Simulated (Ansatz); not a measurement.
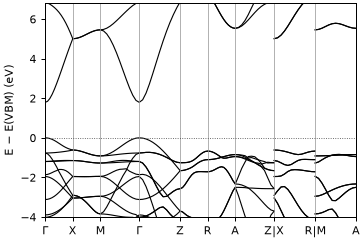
Figure: Band structure from the program Ansatz at the r²SCAN level (PAW)

Task: Read off the gap and where the band edges lie.

Result: About 1.8 eV (1.79 eV by a search for the band edges); maximum at Γ, minimum at Γ.

The material is SnO2 (rutile, space group No. 136).

Space group P4_2/mnm (rutile). The r²SCAN relaxation kept the symmetry of its start. Scalar-relativistic: spin–orbit coupling is off unless named, which matters more the heavier the elements.

Potentials: the earlier of the program's two PAW sets.
